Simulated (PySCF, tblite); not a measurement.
# trifluoroacetyl fluoride (C₂F₄O): geometry, infrared bands, NMR shifts and spin-spin couplings

Wanted: the infrared bands, NMR shifts and spin-spin couplings of trifluoroacetyl fluoride (C₂F₄O) (`O=C(F)C(F)(F)F`), by calculation.

Programs: tblite 0.8.0 and PySCF 2.14.0, with density-fitted response routines of our own. Each step states its level of theory. These are calculated values for one molecule in the gas phase, unless marked as measured. Atoms count from 0, in the outputs and in this text.

### Step 1. The molecule as given

7 atoms, charge 0, multiplicity 1; geometry from: force field or distance geometry start.

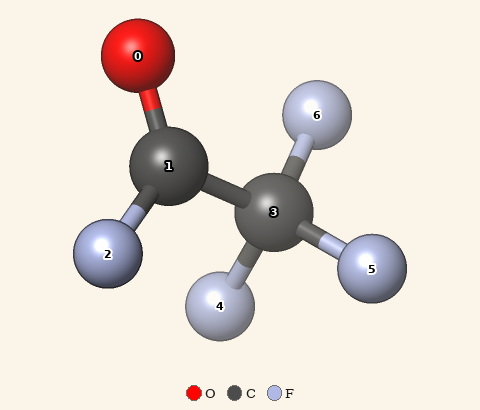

As it starts; oxygen red, carbon dark grey, fluorine light blue, atoms numbered.

### Step 2. Geometry optimisation with GFN2-xTB

What the job is given:

```
{"job": {"kind": "relax", "xc": "GFN2-xTB", "basis": "xTB"}, "charge": 0, "multiplicity": 1}
O      1.136600     1.232600    -0.724200
C      0.810900     0.159700    -0.271400
F      1.714200    -0.870500    -0.080700
C     -0.596200    -0.072500     0.124200
F     -0.556300    -0.373500     1.498200
F     -1.177300    -1.157000    -0.529900
F     -1.328600     1.086000    -0.043300
```

Started as:

```sh
OMP_NUM_THREADS=1 python probes_run.py task.json out
```

This one command runs all jobs of the session in turn.

Log:

```text
step      E/eV     max force
  0    -740.95130    4.006
  1    -741.16856    5.858
  2    -741.34323    1.631
  3    -741.39292    0.813
  4    -741.42406    0.526
  5    -741.43443    0.411
  6    -741.44232    0.246
  7    -741.44675    0.193
  8    -741.44977    0.179
  9    -741.45208    0.169
 10    -741.45429    0.149
 11    -741.45611    0.135
 12    -741.45761    0.122
 13    -741.45879    0.093
 14    -741.45944    0.045
 15    -741.45962    0.028
 16    -741.45967    0.020
 17    -741.45969    0.015
 18    -741.45971    0.009
```

Wall time 0.06 s (1 thread of Arm Neoverse V1, shared host).

Relaxation path:

| step | energy from step 0 (eV) | largest force (eV/Å) |
| --- | --- | --- |
| 0 | 0.0000 | 4.0062 |
| 1 | -0.2173 | 5.8576 |
| 2 | -0.3919 | 1.6307 |
| 3 | -0.4416 | 0.8132 |
| 4 | -0.4728 | 0.5259 |
| 5 | -0.4831 | 0.4106 |
| 6 | -0.4910 | 0.2465 |
| 7 | -0.4955 | 0.1931 |
| 8 | -0.4985 | 0.1789 |
| 9 | -0.5008 | 0.1692 |
| 10 | -0.5030 | 0.1488 |
| 11 | -0.5048 | 0.1345 |
| 12 | -0.5063 | 0.1220 |
| 13 | -0.5075 | 0.0928 |
| 14 | -0.5081 | 0.0446 |
| 15 | -0.5083 | 0.0283 |
| 16 | -0.5084 | 0.0201 |
| 17 | -0.5084 | 0.0145 |
| 18 | -0.5084 | 0.0095 |

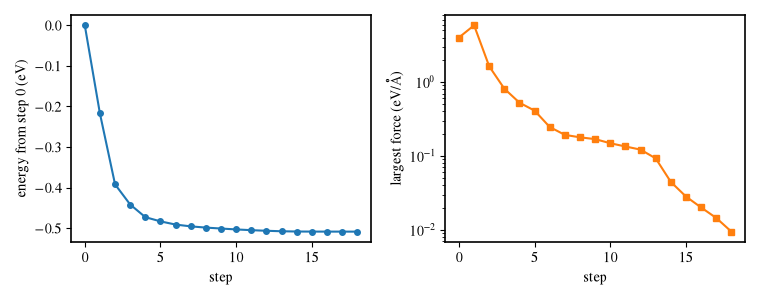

Energy and largest force along the relaxation.

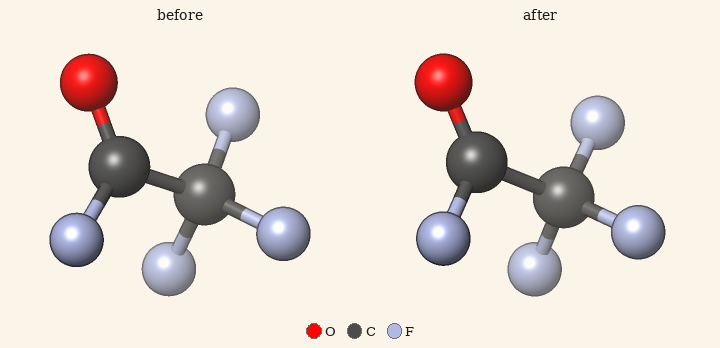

Before and after, at one scale.

Distances of close pairs at the start and the end, largest changes first:

```csv
bond,before (Å),after (Å),change (Å)
C1–C3,1.480,1.556,+0.076
C3–F4,1.407,1.334,-0.073
C3–F5,1.393,1.334,-0.059
C3–F6,1.381,1.329,-0.052
C1–F2,1.383,1.336,-0.048
O0–C1,1.209,1.171,-0.038
```

The final coordinates are the input of the step that follows.

### Step 3. Harmonic vibrations with GFN2-xTB

What the job is given:

```
{"job": {"kind": "ir", "xc": "GFN2-xTB", "basis": "xTB"}, "charge": 0, "multiplicity": 1}
O      1.253405     1.214624    -0.775077
C      0.851533     0.222579    -0.300551
F      1.618010    -0.851970    -0.095007
C     -0.598739    -0.076099     0.177322
F     -0.622033    -0.386771     1.474466
F     -1.120458    -1.100992    -0.499520
F     -1.378384     0.983533    -0.008710
```

Log:

```text
mode    cm-1     km/mol
  1      26.2      0.18
  2     176.1      6.90
  3     199.7      9.94
  4     354.5      0.81
  5     393.2     10.78
  6     448.5     25.13
  7     536.5      5.95
  8     620.3     82.04
  9     691.9     22.98
 10     752.5     10.05
 11    1019.9    264.88
 12    1083.4    288.50
 13    1120.6    340.50
 14    1152.5     57.99
 15    1902.8    344.27
```

It took 0.11 s on 1 thread of Arm Neoverse V1, shared host.

Which atoms move in the most intense modes:

| cm⁻¹ | km/mol | atoms |
| --- | --- | --- |
| 448 | 25.1 | F6 38 %, F4 24 %, F5 24 % |
| 620 | 82.0 | O0 20 %, F2 19 %, F4 13 %, F5 13 % |
| 692 | 23.0 | C1 75 % |
| 1020 | 264.9 | C1 46 %, F2 25 %, C3 16 % |
| 1083 | 288.5 | C3 72 %, F5 14 %, F4 13 % |
| 1121 | 340.5 | C3 73 %, F6 16 % |
| 1152 | 58.0 | C3 58 %, C1 23 % |
| 1903 | 344.3 | C1 60 %, O0 40 % |

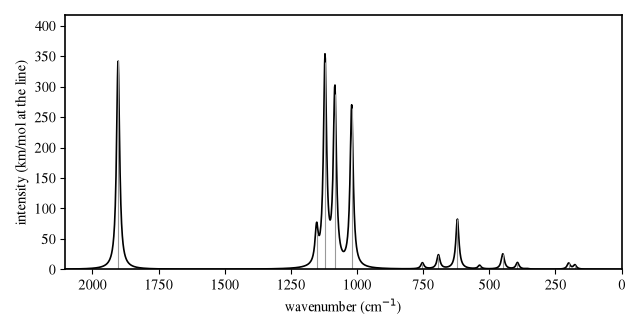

The infrared spectrum from these modes, unscaled. Lines are broadened to a width of 14 cm⁻¹ (Lorentzian).

### Step 4. Nuclear shieldings: PBE0/pcSseg-1

Same as in step 3 but for these lines:

```diff
@@ -1,2 +1,2 @@
-{"job": {"kind": "ir", "xc": "GFN2-xTB", "basis": "xTB"}, "charge": 0, "multiplicity": 1}
+{"job": {"kind": "nmr", "xc": "PBE0", "basis": "pcSseg-1"}, "charge": 0, "multiplicity": 1}
 O      1.253405     1.214624    -0.775077
```

Level: GIAO PBE0/pcSseg-1 NMR shielding, non-relativistic, gas phase.

Log:

```text
coarse grid: 7608 points
cycle   1  E = -549.8713408752  dE =  1.410e+00  |g| = 1.255e+00  |ddm| = 2.399e+00
cycle   2  E = -549.1059777287  dE =  7.654e-01  |g| = 2.476e+00  |ddm| = 1.829e+00
cycle   3  E = -550.1351234646  dE = -1.029e+00  |g| = 2.965e-01  |ddm| = 1.328e+00
cycle   4  E = -550.1469465491  dE = -1.182e-02  |g| = 1.431e-01  |ddm| = 2.211e-01
cycle   5  E = -550.1501861611  dE = -3.240e-03  |g| = 1.645e-02  |ddm| = 6.876e-02
cycle   6  E = -550.1502240509  dE = -3.789e-05  |g| = 7.711e-03  |ddm| = 9.639e-03
cycle   7  E = -550.1502329802  dE = -8.929e-06  |g| = 1.376e-03  |ddm| = 3.816e-03
final grid: 80040 points
cycle   8  E = -550.2278589746  dE = -2.102e-05  |g| = 1.203e-02  |ddm| = 1.568e-02
cycle   9  E = -550.2277853552  dE =  7.362e-05  |g| = 2.373e-02  |ddm| = 1.734e-02
cycle  10  E = -550.2278834480  dE = -9.809e-05  |g| = 1.691e-03  |ddm| = 1.194e-02
cycle  11  E = -550.2278838848  dE = -4.368e-07  |g| = 2.066e-04  |ddm| = 8.961e-04
cycle  12  E = -550.2278838904  dE = -5.580e-09  |g| = 7.275e-05  |ddm| = 1.353e-04
cycle  13  E = -550.2278838914  dE = -1.019e-09  |g| = 1.539e-05  |ddm| = 5.327e-05
cycle  14  E = -550.2278838914  dE = -4.206e-11  |g| = 5.631e-06  |ddm| = 1.000e-05
converged SCF energy = -550.2278838914

GIAO shielding tensors (ppm)
atom      isotropic    diamagn.    paramagn.     s11        s22        s33       span
  0 O     -123.672     397.863    -521.535   -384.111   -264.671    277.766    661.877
  1 C       30.562     250.664    -220.102    -85.738     51.665    125.759    211.497
  2 F      144.924     474.338    -329.414    -88.370    240.580    282.563    370.933
  3 C       63.659     238.920    -175.261     45.383     65.425     80.167     34.784
  4 F      256.468     471.572    -215.105    177.352    245.270    346.781    169.428
  5 F      255.992     471.583    -215.591    176.728    244.670    346.578    169.850
  6 F      259.971     471.044    -211.073    185.432    254.190    340.293    154.861
```

It took 7.6 s on 1 thread of Arm Neoverse V1, shared host; peak memory 0.52 GiB.

The references, computed at this level on geometries of the same kind, shield at (ppm): 13C TMS 186.9, 19F CFCl3 170.9, 17O H2O 336.1. Their shielding less the atom's gives the shift. The references are single molecules in the gas phase, so shifts against H2O, NH3, PH3, H3PO4 or CFCl3 are not on the usual liquid scales and can be off by tens of ppm. Atoms listed in one row are averaged.

```csv
atoms,environment,σ (ppm),δ (ppm),δ scaled to CDCl3
C1,carbonyl carbon,30.6,156.4,150.7
C3,CF3 carbon,63.7,123.3,118.4
O0,carbonyl oxygen,-123.7,459.8,–
F2,fluorine bonded to C,144.9,26.0,–
"F4, F5, F6",fluorine of a CF3 group,257.5,-86.5,–
```

The scaled column applies a straight-line fit of computed shieldings to shifts measured in CDCl3, and one for carbons that bear F (root-mean-square error 0.16 ppm for H, 1.9 ppm for C).

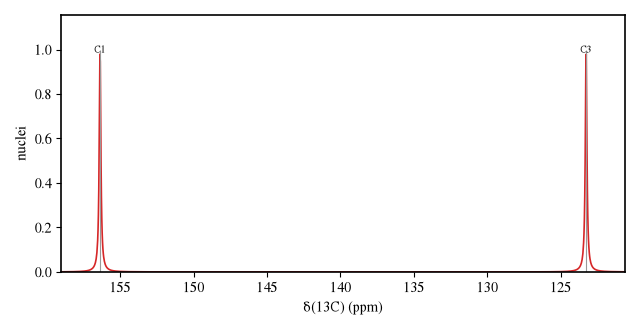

13C lines at the computed shifts, without couplings. Lines are broadened to a width of 0.13 ppm (Lorentzian).

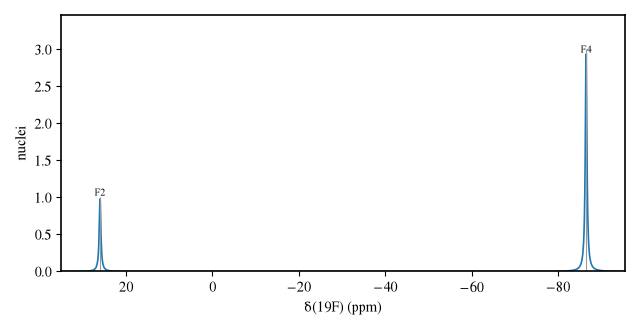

19F lines at the computed shifts, without couplings. Lines are broadened to a width of 0.45 ppm (Lorentzian).

Charges from the same density, by scheme (e):

```
     atoms  Mulliken    IAO  Hirshfeld  ESP fit
        O0     -0.29  -0.33      -0.18    -0.38
        C1      0.48   0.58       0.23     0.62
        F2     -0.24  -0.25      -0.07    -0.20
        C3      0.78   0.77       0.26     0.41
F4, F5, F6     -0.24  -0.26      -0.08    -0.15
```

Mulliken charges:

| atom | value (e) |
| --- | --- |
| O0 | -0.29 |
| C1 | 0.48 |
| F2 | -0.24 |
| C3 | 0.78 |
| F4 | -0.25 |
| F5 | -0.25 |
| F6 | -0.24 |

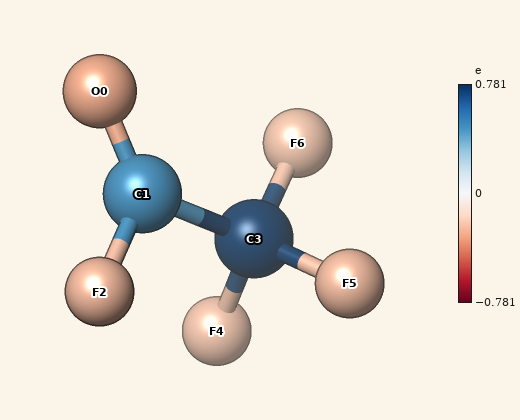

Mulliken charges, as colours on the atoms.

Mayer bond orders: O0–C1 2.12, C1–F2 1.00, C1–C3 0.88, C3–F4 1.02, C3–F5 1.02, C3–F6 1.05.

### Step 5. Indirect couplings: B3LYP/pcJ-1

Same as in step 4 but for these lines:

```diff
@@ -1,2 +1,2 @@
-{"job": {"kind": "nmr", "xc": "PBE0", "basis": "pcSseg-1"}, "charge": 0, "multiplicity": 1}
+{"job": {"kind": "j", "xc": "B3LYP", "basis": "pcJ-1"}, "charge": 0, "multiplicity": 1}
 O      1.253405     1.214624    -0.775077
```

Level: B3LYP/pcJ-1 indirect spin-spin coupling, non-relativistic, gas phase.

Log:

```text
coarse grid: 7608 points
cycle   1  E = -550.4312233758  dE =  1.377e+00  |g| = 1.334e+00  |ddm| = 2.473e+00
cycle   2  E = -549.4046502241  dE =  1.027e+00  |g| = 2.819e+00  |ddm| = 1.983e+00
cycle   3  E = -550.7127592757  dE = -1.308e+00  |g| = 3.489e-01  |ddm| = 1.480e+00
cycle   4  E = -550.7271952400  dE = -1.444e-02  |g| = 1.917e-01  |ddm| = 2.629e-01
cycle   5  E = -550.7328438175  dE = -5.649e-03  |g| = 2.111e-02  |ddm| = 8.847e-02
cycle   6  E = -550.7329082962  dE = -6.448e-05  |g| = 1.008e-02  |ddm| = 1.286e-02
cycle   7  E = -550.7329226789  dE = -1.438e-05  |g| = 1.899e-03  |ddm| = 4.735e-03
cycle   8  E = -550.7329232680  dE = -5.891e-07  |g| = 4.067e-04  |ddm| = 1.311e-03
final grid: 80040 points
cycle   9  E = -550.8058203759  dE = -2.078e-04  |g| = 7.257e-03  |ddm| = 1.194e-02
cycle  10  E = -550.8058077884  dE =  1.259e-05  |g| = 1.140e-02  |ddm| = 7.706e-03
cycle  11  E = -550.8058265119  dE = -1.872e-05  |g| = 1.567e-03  |ddm| = 5.238e-03
cycle  12  E = -550.8058267530  dE = -2.411e-07  |g| = 1.095e-03  |ddm| = 1.287e-03
cycle  13  E = -550.8058269422  dE = -1.892e-07  |g| = 1.545e-04  |ddm| = 5.532e-04
cycle  14  E = -550.8058269458  dE = -3.594e-09  |g| = 3.451e-05  |ddm| = 9.548e-05
cycle  15  E = -550.8058269459  dE = -1.479e-10  |g| = 8.652e-06  |ddm| = 1.876e-05
converged SCF energy = -550.8058269459

Indirect spin-spin couplings (Hz)
  i      j    bonds     total        FC       PSO       DSO        SD
  0 O    1 C    1     22.005    14.956    12.082    -0.119    -4.914
  0 O    2 F    2     73.606    -5.674    83.819     0.245    -4.783
  0 O    3 C    2     -5.507    -3.831    -0.803    -0.011    -0.862
  0 O    4 F    3     -1.182    -0.704    -2.418     0.195     1.745
  0 O    5 F    3     -0.873    -0.751    -2.277     0.192     1.963
  0 O    6 F    3     -0.424     0.182     0.160    -0.010    -0.757
  1 C    2 F    1   -455.254  -403.585   -51.338     1.169    -1.500
  1 C    3 C    1    127.699   126.943    -0.777     0.527     1.006
  1 C    4 F    2     51.107    49.581     0.040     0.288     1.199
  1 C    5 F    2     51.136    49.716     0.016     0.291     1.112
  1 C    6 F    2     52.764    50.899     0.498     0.269     1.098
  2 F    3 C    2    100.772    97.864     2.043     0.347     0.519
  2 F    4 F    3    -10.874    -5.019    -0.793     0.117    -5.179
  2 F    5 F    3    -10.823    -4.836    -0.554     0.105    -5.538
  2 F    6 F    3     50.422    -3.947    30.760    -1.612    25.219
  3 C    4 F    1   -368.177  -339.962   -38.036     1.460     8.362
  3 C    5 F    1   -367.823  -339.791   -37.905     1.460     8.413
  3 C    6 F    1   -361.528  -328.043   -42.314     1.453     7.377
  4 F    5 F    2    102.878    42.481    -1.287    -0.358    62.043
  4 F    6 F    2     52.860    35.984   -33.975    -0.396    51.247
  5 F    6 F    2     54.108    35.769   -32.768    -0.396    51.503
```

Run time: 28 s. Hardware: 1 thread of Arm Neoverse V1, shared host; peak memory 0.75 GiB.

Couplings of 1 Hz or more, nine at most for each number of bonds, with means over like pairs (isotopes 13C, 19F, 17O):

| pair | bonds | J (Hz) | Fermi contact (Hz) |
| --- | --- | --- | --- |
| C1–F2 | 1 | -455.3 | -403.6 |
| C3–F4 | 1 | -365.8 | -335.9 |
| C1–C3 | 1 | 127.7 | 126.9 |
| O0–C1 | 1 | 22.0 | 15.0 |
| F2–C3 | 2 | 100.8 | 97.9 |
| O0–F2 | 2 | 73.6 | -5.7 |
| F4–F5 | 2 | 69.9 | 38.1 |
| C1–F4 | 2 | 51.7 | 50.1 |
| O0–C3 | 2 | -5.5 | -3.8 |
| F2–F4 | 3 | 9.6 | -4.6 |

Quadrupole couplings from the field gradients of the same density:

```
atom  isotope  eQq/h (MHz)     η
  O0      17O        9.951  0.59
```

### Step 6. What came out

| quantity | value |
| --- | --- |
| strongest single infrared mode (GFN2-xTB) | 1903 cm⁻¹, 344 km/mol |
| zero-point energy (GFN2-xTB) | 15.0 kcal/mol |
| 13C shifts against TMS (PBE0/pcSseg-1) | 156.4, 123.3 ppm |
| 17O shifts against H2O (PBE0/pcSseg-1) | 459.8 ppm |
| 19F shifts against CFCl3 (PBE0/pcSseg-1, means over atoms taken as alike) | 26.0, -86.5 ppm |
| largest coupling of the table (B3LYP/pcJ-1) | 1J(C,F) C1–F2, -455.3 Hz |

**Reading.** The optimisation took 18 steps and gained 0.508 eV; among the close pairs (by a distance rule), C1–C3 changed most, from 1.480 to 1.556 Å. All 15 modes are real, so the xTB geometry is a minimum. The strongest single mode, at 1903 cm⁻¹, moves mainly C1 and O0. GFN2-xTB is a fitted tight-binding method: band positions and strengths are rough. Its intensities can rank the bands wrongly. At PBE0/pcSseg-1: The largest span, 662 ppm, is at O0, where the paramagnetic term is -522 ppm. In the run at B3LYP/pcJ-1, the largest coupling of the table is C1–F2, -455.3 Hz, of which the Fermi-contact term gives -403.6 Hz. Density functionals describe couplings to fluorine poorly, F–F couplings above all, so those rows are rough.
